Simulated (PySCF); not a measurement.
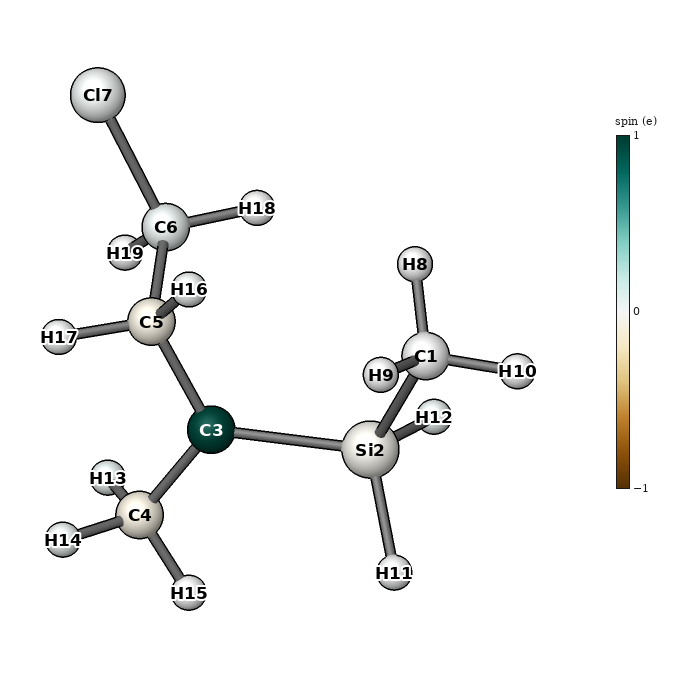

Atoms are coloured by their Mulliken spin populations. Charge 0, doublet. The computed structure is the end point of a GFN2-xTB optimisation. No frequency run is at hand to confirm it as a minimum. Method: UKS B3LYP, pcH-1 on C Cl H Si, non-relativistic (PySCF 2.14.0).

### Which atom carries the largest spin population?

C3 (0.96 e).

### Which atom has the lowest spin population?

C4, C5 (−0.08 e); a negative value comes from spin polarisation.

List the Mulliken spin populations.

| atom | value (e) |
| --- | --- |
| C1 | 0.00 |
| Si2 | −0.03 |
| C3 | 0.96 |
| C4 | −0.08 |
| C5 | −0.08 |
| C6 | 0.04 |
| Cl7 | 0.02 |
| H8 | 0.00 |
| H9 | 0.00 |
| H10 | 0.00 |
| H11 | 0.02 |
| H12 | 0.04 |
| H13 | 0.05 |
| H14 | 0.04 |
| H15 | 0.00 |
| H16 | 0.02 |
| H17 | 0.01 |
| H18 | 0.00 |
| H19 | 0.00 |

Mulliken values depend strongly on the basis set. The geometry is semi-empirical. Around Si such bond lengths and angles can be off by a tenth of an ångström or more and by several degrees, and values that hang on the shape move with them.
